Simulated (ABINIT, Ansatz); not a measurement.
# RbSrCl3 (Pm-3m): modes at Γ and the response to a field

Wanted: the vibrations of RbSrCl3 (Pm-3m) at Γ, by two programs.

Main program and level: ABINIT 10.8.3; DFT LDA, scalar-relativistic, plane waves, PseudoDojo norm-conserving pseudopotentials.

The structure was built from a prototype and need not be the compound's stable phase.

### 1. Starting point

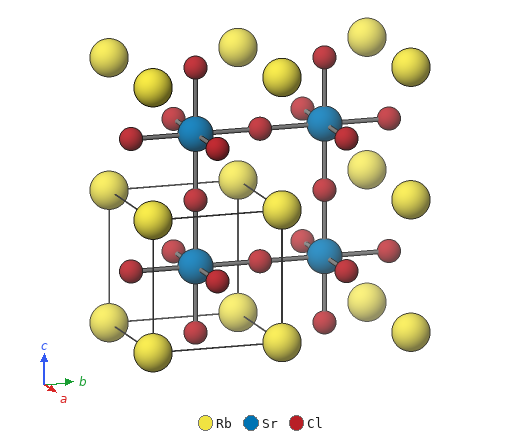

Start, viewed slightly off an axis; rubidium yellow, strontium blue, chlorine red. 1×2×2 cells are drawn. Some periodic images of atoms are drawn too.

### 2. Relaxing the cell and atoms

The harmonic expansion needs vanishing forces, and a free crystal bears no stress, so cell and atoms are brought to rest. Stress is more sensitive to the basis than forces are: the last 3 Ha under the cutoff are smoothed with ecutsm, and the cutoff is raised above that of the later runs.

The starting cell comes from a relaxation made beforehand in Ansatz (LDA, PseudoDojo NC).

Contents of relax.abi:

```
# relaxation
ionmov 2
optcell 2
dilatmx 1.08
ntime 40
tolmxf 1.0d-05
tolvrs 1.0d-14
prtwf 0
prtden 0
chksymtnons 0

# basis, mesh and filling
ecut 35.0
ecutsm 3.0
ngkpt 4 4 4
nshiftk 1
shiftk 0.0 0.0 0.0
istwfk *1
occopt 1
nband 20
nstep 100
diemac 9.0
prtebands 0
prtgsr 0
useylm 1

# cell and atoms
acell 3*1.0 Angstrom
rprim 
    5.489908113 0.0 0.0
    0.0 5.489908113 0.0
    0.0 0.0 5.489908113
ntypat 3
znucl 37 38 17
natom 5
typat 1 2 3 3 3
xred 
    0.0 0.0 0.0
    0.5 0.5 0.5
    0.5 0.5 0.0
    0.5 0.0 0.5
    0.0 0.5 0.5
pp_dirpath "./pseudo"
pseudos "Rb.upf, Sr.upf, Cl.upf"
```

Run with:

```
$ OMP_NUM_THREADS=1 mpirun -n 4 abinit relax.abi > relax.log
```

Numbers of over 12 decimals in the logs are rounded to 6 here.

relax.abo, the main output file:

```text
[banners, grids, parts of the stress and lines that vanish by symmetry left out]
- input  file    -> relax.abi
- output file    -> relax.abo
- root for input  files -> relaxi
[...]
Symmetries : space group Pm -3 m (#221); Bravais cP (primitive cubic)
[...]
mpw =       13949          nfft =      216000          nkpt =          10
[...]
== DATASET  1 ==================================================================
[...]
cutoff_energies: {ecut:  35.0, pawecutdg:  -1.0, }
[...]
ETOT  1  -110.90671204522    -1.109E+02 1.227E-01 3.472E+02
 ETOT  2  -110.98116239287    -7.445E-02 2.256E-05 5.403E+01
 ETOT  3  -110.98508978291    -3.927E-03 6.248E-05 1.830E+01
 ETOT  4  -110.98573864905    -6.489E-04 3.937E-06 2.403E-01
 ETOT  5  -110.98575490005    -1.625E-05 7.124E-07 2.587E-02
[...]
At SCF step   13       vres2   =  4.25E-15 < tolvrs=  1.00E-14 =>converged.
[...]
sigma(1 1)=  2.22374410E-07  sigma(3 2)=  0.00000000E+00
  sigma(2 2)=  2.22374410E-07  sigma(3 1)=  0.00000000E+00
  sigma(3 3)=  2.22374410E-07  sigma(2 1)=  0.00000000E+00
[...]
convergence: {deltae: -5.457E-12, res2:  4.254E-15, residm:  4.338E-20, diffor: null, }
etotal    :  -1.10985756E+02
[...]
ETOT  1  -110.98575575798    -1.110E+02 1.784E-13 5.700E-05
[...]
At SCF step    9       vres2   =  3.01E-15 < tolvrs=  1.00E-14 =>converged.
[...]
sigma(1 1)=  2.04114067E-07  sigma(3 2)=  0.00000000E+00
  sigma(2 2)=  2.04114067E-07  sigma(3 1)=  0.00000000E+00
  sigma(3 3)=  2.04114067E-07  sigma(2 1)=  0.00000000E+00
[...]
convergence: {deltae: -4.533E-12, res2:  3.007E-15, residm:  1.950E-20, diffor: null, }
etotal    :  -1.10985756E+02
[...]
ETOT  1  -110.98575535822    -1.110E+02 1.013E-11 7.118E-03
[...]
ETOT  9  -110.98575578649     5.073E-12 2.529E-18 3.766E-13
 ETOT 10  -110.98575578648     1.356E-11 1.140E-19 7.325E-15
 At SCF step   10       vres2   =  7.32E-15 < tolvrs=  1.00E-14 =>converged.
[...]
sigma(1 1)= -9.70203583E-11  sigma(3 2)=  0.00000000E+00
  sigma(2 2)= -9.70203588E-11  sigma(3 1)=  0.00000000E+00
  sigma(3 3)= -9.70203588E-11  sigma(2 1)=  0.00000000E+00
[...]
convergence: {deltae:  1.356E-11, res2:  7.325E-15, residm:  1.140E-19, diffor: null, }
etotal    :  -1.10985756E+02
[...]
At Broyd/MD step   3, gradients are converged :
[...]
sigma(1 1)= -9.70203583E-11  sigma(3 2)=  0.00000000E+00
  sigma(2 2)= -9.70203588E-11  sigma(3 1)=  0.00000000E+00
  sigma(3 3)= -9.70203588E-11  sigma(2 1)=  0.00000000E+00
[...]
- sigma(1 1)= -2.85443749E-06  sigma(3 2)=  0.00000000E+00
- sigma(2 2)= -2.85443750E-06  sigma(3 1)=  0.00000000E+00
- sigma(3 3)= -2.85443750E-06  sigma(2 1)=  0.00000000E+00
[...]
fcart     -0.0000000000E+00 -0.0000000000E+00 -0.0000000000E+00
           strten     -9.7020358327E-11 -9.7020358761E-11 -9.7020358761E-11
================================================================================

[key lines of the parts left out:]
pressure_GPa:   2.8544E-06
Total energy (etotal) [Ha]= -1.10985755786480E+02
```

Elapsed: 96 s, on 4 MPI ranks of Arm Neoverse V1, shared host; 6.4 min of CPU time.

Little changed from the start: no atom moved by 0.005 Å and no cell edge by 0.1 %.

This step gave:

```yaml
volume_per_atom: 33.08 Å³
pressure: 2.85e-6 GPa
```

### 3. Ground state

First-order wavefunctions inherit every error of the ground state, hence the very tight tolvrs. The mesh is shifted off Γ, since shifted meshes converge sums over the zone faster.

Contents of gs.abi:

```
# ground state
tolvrs 1.0d-16
prtden 1
prtwf 1

# basis, mesh and filling
ecut 28.0
ngkpt 4 4 4
nshiftk 1
shiftk 0.5 0.5 0.5
istwfk *1
occopt 1
nband 20
nstep 100
diemac 9.0
prtebands 0
prtgsr 0
useylm 1

# cell and atoms
acell 3*1.0 Angstrom
rprim 
    5.489462204 0.0 0.0
    0.0 5.489462204 0.0
    0.0 0.0 5.489462204
ntypat 3
znucl 37 38 17
natom 5
typat 1 2 3 3 3
xred 
    0.0 0.0 0.0
    0.5 0.5 0.5
    0.5 0.5 0.0
    0.5 0.0 0.5
    0.0 0.5 0.5
pp_dirpath "./pseudo"
pseudos "Rb.upf, Sr.upf, Cl.upf"
```

Run with:

```
$ OMP_NUM_THREADS=1 mpirun -n 4 abinit gs.abi > gs.log
```

gs.abo, the main output file:

```text
[banners, grids, parts of the stress and lines that vanish by symmetry left out]
- input  file    -> gs.abi
- output file    -> gs.abo
- root for input  files -> gsi
[...]
Symmetries : space group Pm -3 m (#221); Bravais cP (primitive cubic)
[...]
mpw =        7920          nfft =      125000          nkpt =           4
[...]
== DATASET  1 ==================================================================
[...]
cutoff_energies: {ecut:  28.0, pawecutdg:  -1.0, }
[...]
ETOT  1  -110.87995101696    -1.109E+02 1.284E-01 1.669E+02
 ETOT  2  -110.98335886196    -1.034E-01 1.430E-05 2.918E+01
 ETOT  3  -110.98476274381    -1.404E-03 3.063E-05 8.904E+00
 ETOT  4  -110.98528394948    -5.212E-04 2.725E-06 2.313E-01
 ETOT  5  -110.98533574841    -5.180E-05 1.481E-06 4.050E-02
[...]
ETOT 13  -110.98534105434    -2.899E-12 4.731E-19 1.489E-15
 ETOT 14  -110.98534105433     7.418E-12 9.219E-21 8.696E-17
 At SCF step   14       vres2   =  8.70E-17 < tolvrs=  1.00E-16 =>converged.
[...]
sigma(1 1)=  4.60297691E-06  sigma(3 2)=  0.00000000E+00
  sigma(2 2)=  4.60297691E-06  sigma(3 1)=  0.00000000E+00
  sigma(3 3)=  4.60297691E-06  sigma(2 1)=  0.00000000E+00
[...]
convergence: {deltae:  7.418E-12, res2:  8.696E-17, residm:  9.219E-21, diffor: null, }
etotal    :  -1.10985341E+02
[...]
sigma(1 1)=  4.60297691E-06  sigma(3 2)=  0.00000000E+00
  sigma(2 2)=  4.60297691E-06  sigma(3 1)=  0.00000000E+00
  sigma(3 3)=  4.60297691E-06  sigma(2 1)=  0.00000000E+00
[...]
- sigma(1 1)=  1.35424256E-01  sigma(3 2)=  0.00000000E+00
- sigma(2 2)=  1.35424256E-01  sigma(3 1)=  0.00000000E+00
- sigma(3 3)=  1.35424256E-01  sigma(2 1)=  0.00000000E+00
[...]
fcart     -0.0000000000E+00 -0.0000000000E+00 -0.0000000000E+00
           strten      4.6029769117E-06  4.6029769117E-06  4.6029769117E-06
================================================================================

[key lines of the parts left out:]
pressure_GPa:  -1.3542E-01
```

Elapsed: 11 s, on 4 MPI ranks; 45 s of CPU time.

Read from the output:

* pressure: -0.1354 GPa

The cell stands at -0.14 GPa: the relaxation ran with a smoothed and higher cutoff and on another k mesh.

### 4. Empty bands

Empty bands on the ground state's density check that the gap assumed so far is there in this cell.

Contents of gap.abi:

```
# empty bands on the ground state's density
iscf -2
getden_filepath "gso_DEN"
tolwfr 1.0d-12
nbdbuf 2
prtwf 0

# basis, mesh and filling
ecut 28.0
ngkpt 4 4 4
nshiftk 1
shiftk 0.0 0.0 0.0
istwfk *1
occopt 1
nband 24
nstep 100
diemac 9.0
prtebands 0
prtgsr 0
useylm 1

# cell and atoms
acell 3*1.0 Angstrom
rprim 
    5.489462204 0.0 0.0
    0.0 5.489462204 0.0
    0.0 0.0 5.489462204
ntypat 3
znucl 37 38 17
natom 5
typat 1 2 3 3 3
xred 
    0.0 0.0 0.0
    0.5 0.5 0.5
    0.5 0.5 0.0
    0.5 0.0 0.5
    0.0 0.5 0.5
pp_dirpath "./pseudo"
pseudos "Rb.upf, Sr.upf, Cl.upf"
```

Run with:

```
$ OMP_NUM_THREADS=1 mpirun -n 4 abinit gap.abi > gap.log
```

gap.abo, the main output file:

```text
[banners, grids, parts of the stress and lines that vanish by symmetry left out]
- input  file    -> gap.abi
- output file    -> gap.abo
- root for input  files -> gapi
[...]
Symmetries : space group Pm -3 m (#221); Bravais cP (primitive cubic)
[...]
mpw =        7945          nfft =      125000          nkpt =          10
[...]
== DATASET  1 ==================================================================
[...]
cutoff_energies: {ecut:  28.0, pawecutdg:  -1.0, }
[...]
-outvars: echo values of variables after computation
            acell      1.8897261259E+00  1.8897261259E+00  1.8897261259E+00 Bohr
================================================================================
```

The job ended after 22 s (4 MPI ranks).

Read from the output:

```yaml
gap_on_the_k_mesh: 4.446 eV
```

In this cell the gap on the mesh is 4.4 eV, indirect (smallest direct 4.6 eV), so fixed occupations hold.

### 5. Linear response at Γ

The derivative of the wavefunctions by k comes first, since the response to a field is built on it; then the field and the displacements that symmetry doesn't supply are solved at q = 0.

It reads the wavefunctions written in step 3.

Contents of dfpt_gamma.abi:

```
ndtset 2

# common to the responses
getwfk_filepath "gso_WFK"
kptopt 2
nqpt 1
qpt 0.0 0.0 0.0
asr 0
chneut 0

# d/dk
rfelfd1 2
rfdir1 1 1 1
iscf1 -3
tolwfr1 1.0d-20

# displacements, field
rfphon2 1
rfatpol2 1 5
rfdir2 1 1 1
rfelfd2 3
getddk2 1
tolvrs2 1.0d-10
prtwf2 0

# basis, mesh and filling
ecut 28.0
ngkpt 4 4 4
nshiftk 1
shiftk 0.5 0.5 0.5
istwfk *1
occopt 1
nband 20
nstep 100
diemac 9.0
prtebands 0
prtgsr 0
useylm 1

# cell and atoms
acell 3*1.0 Angstrom
rprim 
    5.489462204 0.0 0.0
    0.0 5.489462204 0.0
    0.0 0.0 5.489462204
ntypat 3
znucl 37 38 17
natom 5
typat 1 2 3 3 3
xred 
    0.0 0.0 0.0
    0.5 0.5 0.5
    0.5 0.5 0.0
    0.5 0.0 0.5
    0.0 0.5 0.5
pp_dirpath "./pseudo"
pseudos "Rb.upf, Sr.upf, Cl.upf"
```

Run with:

```
$ OMP_NUM_THREADS=1 mpirun -n 4 abinit dfpt_gamma.abi > dfpt_gamma.log
```

dfpt_gamma.abo, the main output file:

```text
[banners, grids, parts of the stress and lines that vanish by symmetry left out]
- input  file    -> dfpt_gamma.abi
- output file    -> dfpt_gamma.abo
- root for input  files -> dfpt_gammai
[...]
DATASET    1 : space group Pm -3 m (#221); Bravais cP (primitive cubic)
[...]
nfft =      125000          nkpt =          32
[...]
DATASET    2 : space group Pm -3 m (#221); Bravais cP (primitive cubic)
[...]
nfft =      125000          nkpt =          32
[...]
== DATASET  1 ==================================================================
[...]
cutoff_energies: {ecut:  28.0, pawecutdg:  -1.0, }
[...]
- 17.00000   7.00000  180309                  znucl, zion, pspdat
[...]
Perturbation : derivative vs k along direction   1
[...]
-ETOT  1  -14.065499320333     -1.407E+01 5.049E-02 0.000E+00
 ETOT  2  -14.110197673770     -4.470E-02 3.920E-04 0.000E+00
 ETOT  3  -14.110564058181     -3.664E-04 8.788E-06 0.000E+00
 ETOT  4  -14.110567855778     -3.798E-06 7.122E-08 0.000E+00
 ETOT  5  -14.110567899789     -4.401E-08 2.184E-09 0.000E+00
[...]
At SCF step   12   max residual=  9.94E-21 < tolwfr=  1.00E-20 =>converged.
[...]
Perturbation : derivative vs k along direction   2
[...]
-ETOT  1  -14.064806691772     -1.406E+01 3.220E-02 0.000E+00
[...]
At SCF step   12   max residual=  9.72E-21 < tolwfr=  1.00E-20 =>converged.
[...]
Perturbation : derivative vs k along direction   3
[...]
-ETOT  1  -14.065499994952     -1.407E+01 5.049E-02 0.000E+00
[...]
At SCF step   12   max residual=  9.93E-21 < tolwfr=  1.00E-20 =>converged.
[...]
1        1       0.8886092562   -0.0000000000
     1        2       0.0000000000    0.0000000000
     1        3       0.0000000000    0.0000000000
     2        1       0.0000000000    0.0000000000
     2        2       0.8886092562   -0.0000000000
     2        3       0.0000000000    0.0000000000
     3        1       0.0000000000    0.0000000000
     3        2       0.0000000000    0.0000000000
     3        3       0.8886092562   -0.0000000000
[...]
== DATASET  2 ==================================================================
[...]
cutoff_energies: {ecut:  28.0, pawecutdg:  -1.0, }
[...]
Perturbation : displacement of atom   1   along direction   1
[...]
-ETOT  1  0.195424     -2.097E+03 2.859E+00 1.587E+02
[...]
At SCF step   11       vres2   =  1.65E-11 < tolvrs=  1.00E-10 =>converged.
[...]
Perturbation : displacement of atom   2   along direction   1
[...]
-ETOT  1   10.791311569772     -2.727E+03 1.201E+01 4.384E+03
[...]
At SCF step   13       vres2   =  9.53E-12 < tolvrs=  1.00E-10 =>converged.
[...]
Perturbation : displacement of atom   3   along direction   1
[...]
-ETOT  1   1.313408     -1.344E+03 2.393E+00 2.027E+03
[...]
At SCF step   12       vres2   =  1.37E-12 < tolvrs=  1.00E-10 =>converged.
[...]
Perturbation : displacement of atom   3   along direction   3
[...]
-ETOT  1   10.881109041356     -1.363E+03 2.367E+00 6.311E+03
[...]
At SCF step   11       vres2   =  4.23E-11 < tolvrs=  1.00E-10 =>converged.
[...]
Perturbation : homogeneous electric field along direction   1
[...]
-ETOT  1  -44.084607309932     -4.408E+01 5.805E-01 1.759E+04
[...]
ETOT 11  -52.903847655258     -1.599E-11 2.328E-14 4.474E-09
 ETOT 12  -52.903847655260     -1.521E-12 2.712E-15 7.401E-11
 At SCF step   12       vres2   =  7.40E-11 < tolvrs=  1.00E-10 =>converged.
[...]
Dielectric tensor, in cartesian coordinates,
[...]
1    7   1    7         2.6233371118        -0.0000000000
   1    7   2    7        -0.0000000000        -0.0000000000
   1    7   3    7        -0.0000000000        -0.0000000000
   2    7   1    7        -0.0000000000        -0.0000000000
   2    7   2    7         2.6233371118        -0.0000000000
   2    7   3    7        -0.0000000000        -0.0000000000
   3    7   1    7        -0.0000000000        -0.0000000000
   3    7   2    7        -0.0000000000        -0.0000000000
   3    7   3    7         2.6233371118        -0.0000000000
  Effective charges, in cartesian coordinates,
[...]
1    1   1    7         1.2868491928         0.0000000000
   2    1   1    7         0.0000000000         0.0000000000
   3    1   1    7         0.0000000000         0.0000000000
   1    2   1    7         2.3964511255         0.0000000000
   2    2   1    7         0.0000000000         0.0000000000
[...]
Effective charges, in cartesian coordinates,
[...]
2    7   1    5         0.0000000000         0.0000000000
   3    7   1    5         0.0000000000         0.0000000000
   1    7   2    5         0.0000000000         0.0000000000
   2    7   2    5        -0.8804057642         0.0000000000
   3    7   2    5         0.0000000000         0.0000000000
   1    7   3    5         0.0000000000         0.0000000000
   2    7   3    5         0.0000000000         0.0000000000
   3    7   3    5        -0.8804057642         0.0000000000
  Phonon wavevector (reduced coordinates) :  0.00000  0.00000  0.00000
 Phonon energies in Hartree :
[...]
Phonon frequencies in cm-1    :
- -5.066646E+01 -5.066646E+01 -5.066646E+01 -3.956079E+01 -3.956079E+01
- -3.956079E+01  4.005845E-01  4.005847E-01  4.005856E-01  6.637355E+01
-  6.637355E+01  6.637355E+01  2.749813E+02  2.749813E+02  2.749813E+02
  Phonon at Gamma, with non-analyticity in the
[...]
Phonon energies in Hartree :
[...]
Phonon frequencies in cm-1    :
- -5.066646E+01 -5.066646E+01 -3.956079E+01 -3.956079E+01 -3.956079E+01
-  2.738322E-01  4.005845E-01  4.005847E-01  3.723667E+01  6.637355E+01
-  6.637355E+01  8.693129E+01  2.749813E+02  2.749813E+02  3.077739E+02
  Phonon at Gamma, with non-analyticity in the
[...]
Phonon energies in Hartree :
[...]
Phonon frequencies in cm-1    :
- -5.066646E+01 -5.066646E+01 -3.956079E+01 -3.956079E+01 -3.956079E+01
-  2.738309E-01  4.005845E-01  4.005856E-01  3.723667E+01  6.637355E+01
-  6.637355E+01  8.693129E+01  2.749813E+02  2.749813E+02  3.077739E+02
  Phonon at Gamma, with non-analyticity in the
[...]
Phonon energies in Hartree :
[...]
Phonon frequencies in cm-1    :
- -5.066646E+01 -5.066646E+01 -3.956079E+01 -3.956079E+01 -3.956079E+01
-  2.738306E-01  4.005847E-01  4.005856E-01  3.723667E+01  6.637355E+01
-  6.637355E+01  8.693129E+01  2.749813E+02  2.749813E+02  3.077739E+02
[...]
fcart2     0.0000000000E+00  0.0000000000E+00  0.0000000000E+00
           strten2     0.0000000000E+00  0.0000000000E+00  0.0000000000E+00
================================================================================
```

It took 4.3 min on 4 MPI ranks; 17 min of CPU time.

This step gave:

| Item | Value |
| --- | --- |
| miss of the charge sum rule | 0.01577 e |
| largest acoustic frequency at the zone centre before the sum rule | 0.4 cm⁻¹ |
| highest optical zone-centre mode (no LO-TO term) | 275.0 cm⁻¹ |
| lowest optical zone-centre mode | -50.67 cm⁻¹ |
| mean high-frequency dielectric constant | 2.623 |
| largest Born charge in size (third of the trace) | 2.397 e |

Born charge (rows field, columns displacement), before the sum rule (e), principal values of the symmetric part by kind of site:

```csv
atom,atoms with these values,low,middle,high,mean
Rb1,1,1.29,1.29,1.29,1.29
Sr2,1,2.40,2.40,2.40,2.40
Cl3,3,-1.91,-0.88,-0.88,-1.22
```

In full for Sr2:

```
2.40 0.00 0.00
0.00 2.40 0.00
0.00 0.00 2.40
```

High-frequency dielectric tensor:

```
2.62 0.00 0.00
0.00 2.62 0.00
0.00 0.00 2.62
```

The acoustic modes at Γ come out as far as 0.4 cm⁻¹ from zero, where they should vanish, a small numerical error; the Born charges miss their sum rule by 0.016 e, which is good. The lowest optical mode is imaginary, 51i cm⁻¹, an instability at this level and on this k mesh.

(Continued in part 2 of 2.)

[Host names and launcher messages were left out of these logs when they were recorded.]

[Logs are printed without paths, hosts, clocks, repeated set-up lines and the standing remarks that a program may print on its own settings, such as how far it seeks lower states.]

[Hosts, paths, dates, database ids (printed as entryN), source tags and the programs' standing remarks are cut or masked in the printed files.]
